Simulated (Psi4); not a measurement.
# BBr2Cl (dibromo(chloro)borane): MP3/6-31G(d) (spherical functions)

What is the vertical singlet–triplet gap of BBr2Cl (dibromo(chloro)borane) at MP3/6-31G* (spherical functions)? 

The calculation is run with Psi4 1.11.

4 further runs of the same task are left out: 4 set aside as unsound or not needed.

## Step 1: The structure to begin with

BBr2Cl has 4 atoms, charge 0, and is taken as a singlet. As SMILES, `ClB(Br)Br`. Geometry: relaxed at PBE0-D4/def2-TZVP.

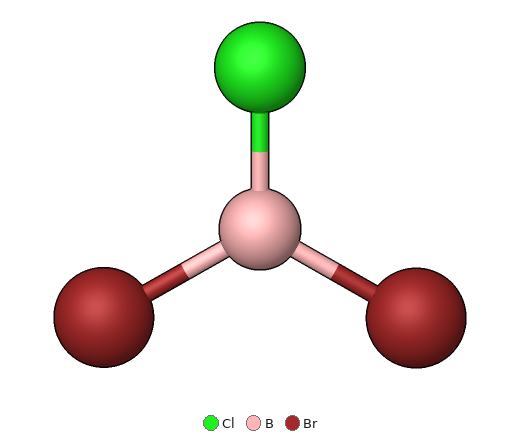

The structure, seen from a chosen angle (chlorine green, boron pink, bromine red).

## Step 2: The energy at MP3/6-31G(d) (spherical functions)

Input file run.py:

```python
import psi4

psi4.set_memory(2200000000)
psi4.set_num_threads(1)
psi4.core.set_output_file('bbr2cl.out', False)

molecule = psi4.geometry("""
Cl    -0.203300    -1.644940     0.633550
B     -0.004820    -0.039040     0.015030
Br     1.283490     1.123730     0.785650
Br    -1.075360     0.560270    -1.434250
symmetry c1
no_reorient
no_com
""")

psi4.set_options({
    'basis': '6-31G*',
    'reference': 'rhf',
    'puream': True,
    'e_convergence': 1e-09,
    'd_convergence': 1e-08,
    'scf_type': 'pk',
    'num_frozen_docc': 24,
    'mp_type': 'conv',
})

result, w = psi4.energy('mp3', return_wfn=True)
print('E =', round(result, 9))
```

The run is started by

```bash
python run.py
```

bbr2cl.out:

```text
[...]
  Running in c1 symmetry.
[...]
  Nuclear repulsion =  520.816737110010990
[...]
  Multiplicity = 1
[...]
  Nalpha       = 46
  Nbeta        = 46
[...]
    Number of basis functions: 96
[...]
   @RHF iter   1: -5628.07741198804706   -3.04527e+00   1.65518e-02 DIIS/ADIIS
[...]
   @RHF iter  11: -5628.47742429209848   -1.18234e-11   9.47134e-09 DIIS
[...]
    Orbital Energies [Eh]
    ---------------------
    Doubly Occupied:
       1A   -490.039293     2A   -490.039284     3A   -104.846670
       4A    -65.218906     5A    -65.218896     6A    -58.577198
       7A    -58.577198     8A    -58.576368     9A    -58.576367
      10A    -58.576072    11A    -58.576071    12A    -10.588340
      13A     -9.878481    14A     -9.878476    15A     -8.056425
      16A     -8.054055    17A     -8.053546    18A     -7.774514
      19A     -7.489960    20A     -7.489955    21A     -7.483967
      22A     -7.483965    23A     -7.482567    24A     -7.482564
      25A     -3.210024    26A     -3.210008    27A     -3.207627
      28A     -3.207626    29A     -3.206015    30A     -3.206012
      31A     -3.199915    32A     -3.199907    33A     -3.199834
      34A     -3.199827    35A     -1.158668    36A     -1.065956
[...]
  @RHF Final Energy: -5628.47742429209848
   => Energetics <=
    Nuclear Repulsion Energy =            520.8167371100109904
    One-Electron Energy =               -8870.6655370262160432
    Two-Electron Energy =                2721.3713756241068040
    Total Energy =                      -5628.4774242920975666
[...]
 Multipole Moments:
 ------------------------------------------------------------------------------------
     Multipole            Electronic (a.u.)      Nuclear  (a.u.)        Total (a.u.)
 ------------------------------------------------------------------------------------
 L = 1.  Multiply by 2.5417464519 to convert [e a0] to [Debye]
 Dipole X            :         -7.1866089            7.1891796            0.0025707
 Dipole Y            :        -58.1465587           58.1673197            0.0207610
 Dipole Z            :         22.3956516          -22.4036481           -0.0079965
 Magnitude           :                                                    0.0223958
[...]
	SCS-MP2 Total Energy (a.u.)        : -5629.13790436959061
	SOS-MP2 Total Energy (a.u.)        : -5629.11219935191002
[...]
	SOS-PI-MP2 Total Energy (a.u.)     : -5629.16102820266497
[...]
	MP2 Total Energy (a.u.)            : -5629.18931440495453
[...]
	SCS-MP3 Total Energy (a.u.)        : -5629.13870464091451
[...]
	MP3 Total Energy (a.u.)            : -5629.19251549025194
[...]
```

Standard output:

```text
E = -5629.19251549
```

Run time: 26 s. Hardware: 1 thread of Intel Xeon at 2.50GHz (Skylake/Cascade Lake), shared host; peak memory 0.61 GiB.

## Step 3: The triplet

Input file bbr2cl.xyz:

```xyz
4
BBr2Cl
Cl    -0.203300    -1.644940     0.633550
B     -0.004820    -0.039040     0.015030
Br     1.283490     1.123730     0.785650
Br    -1.075360     0.560270    -1.434250
```

Input file job.py:

```python
import psi4

psi4.set_memory('2200 MB')
psi4.set_num_threads(1)
psi4.core.set_output_file('bbr2cl.out', False)

with open('bbr2cl.xyz') as f:
    atoms = ''.join(f.readlines()[2:])
molecule = psi4.geometry('0 3\n' + atoms + 'symmetry c1')

psi4.set_options({
    'basis': '6-31G*',
    'reference': 'uhf',
    'puream': True,
    'e_convergence': 1e-09,
    'd_convergence': 1e-08,
    'scf_type': 'pk',
    'num_frozen_docc': 24,
    'maxiter': 100,
    'mp_type': 'conv',
})

E = psi4.energy('mp3')
print(f'mp3 energy: {E:.10f} Eh')
```

The run is started by

```bash
python job.py
```

bbr2cl.out:

```text
[...]
  Running in c1 symmetry.
[...]
  Nuclear repulsion =  520.816737110010990
[...]
  Multiplicity = 3
[...]
  Nalpha       = 47
  Nbeta        = 45
[...]
    Number of basis functions: 96
[...]
   @UHF iter   1: -5627.90709204345421   -2.87495e+00   1.61645e-02 DIIS/ADIIS
[...]
   @UHF iter  19: -5628.26210977912160   -9.09495e-12   8.51634e-09 DIIS
[...]
   @S^2 Observed:                2.033741911E+00
[...]
    Orbital Energies [Eh]
    ---------------------
    Alpha Occupied:
       1A   -490.037010     2A   -490.037001     3A   -104.931697
       4A    -65.215464     5A    -65.215454     6A    -58.574774
       7A    -58.574773     8A    -58.572906     9A    -58.572906
      10A    -58.572767    11A    -58.572766    12A    -10.669043
      13A     -9.875194    14A     -9.875189    15A     -8.149102
      16A     -8.132392    17A     -8.132293    18A     -7.670585
      19A     -7.486367    20A     -7.486364    21A     -7.482297
      22A     -7.482293    23A     -7.478651    24A     -7.478649
      25A     -3.205445    26A     -3.205423    27A     -3.204690
      28A     -3.204678    29A     -3.201157    30A     -3.201154
      31A     -3.197507    32A     -3.197503    33A     -3.196825
      34A     -3.196822    35A     -1.226746    36A     -1.065804
[...]
  @UHF Final Energy: -5628.26210977912160
   => Energetics <=
    Nuclear Repulsion Energy =            520.8167371100109904
    One-Electron Energy =               -8870.1312764970898570
    Two-Electron Energy =                2721.0524296079565829
    Total Energy =                      -5628.2621097791216016
  UHF NO Occupations:
  HONO-2 :   45  A 1.9941971
  HONO-1 :   46  A 1.0000000
[...]
 Multipole Moments:
 ------------------------------------------------------------------------------------
     Multipole            Electronic (a.u.)      Nuclear  (a.u.)        Total (a.u.)
 ------------------------------------------------------------------------------------
 L = 1.  Multiply by 2.5417464519 to convert [e a0] to [Debye]
 Dipole X            :          0.6224254           -0.7122285           -0.0898032
 Dipole Y            :          5.0361295           -5.7627582           -0.7266287
 Dipole Z            :         -1.9396650            2.2195378            0.2798728
 Magnitude           :                                                    0.7838256
[...]
	SCS-MP2 Total Energy (a.u.)        : -5628.92182751995733
	SOS-MP2 Total Energy (a.u.)        : -5628.89483629929600
[...]
	SOS-PI-MP2 Total Energy (a.u.)     : -5628.94350757007851
[...]
	MP2 Total Energy (a.u.)            : -5628.97580996128181
[...]
	SCS-MP3 Total Energy (a.u.)        : -5628.92345003620630
[...]
	MP3 Total Energy (a.u.)            : -5628.98230002627679
[...]
```

Standard output:

```text
mp3 energy: -5628.9823000263 Eh
```

It took 36 s on 1 thread of Intel Xeon at 2.50GHz (Skylake/Cascade Lake), shared host; peak memory 0.62 GiB.

## Step 4: What came out

At MP3/6-31G* (spherical functions), 24 core orbitals frozen:

```
                                                           quantity           value
                                              singlet: total energy  -5629.19252 Eh
                       singlet: HOMO energy (Hartree–Fock orbitals)       -11.46 eV
                       singlet: LUMO energy (Hartree–Fock orbitals)         1.70 eV
                     singlet: HOMO–LUMO gap (Hartree–Fock orbitals)        13.16 eV
              singlet: correlation energy (24 core orbitals frozen)      -715.1 mEh
                                              triplet: total energy  -5628.98230 Eh
triplet: HOMO energy (Hartree–Fock orbitals) (highest over α and β)        -6.59 eV
 triplet: LUMO energy (Hartree–Fock orbitals) (lowest over α and β)        -4.62 eV
              triplet: correlation energy (24 core orbitals frozen)      -720.2 mEh
                         triplet: ⟨S²⟩ of the reference determinant           2.034
                   vertical energy of the triplet above the singlet        5.720 eV
```

**Reading.** At this shape the triplet lies 5.72 eV (552 kJ/mol) above the singlet.
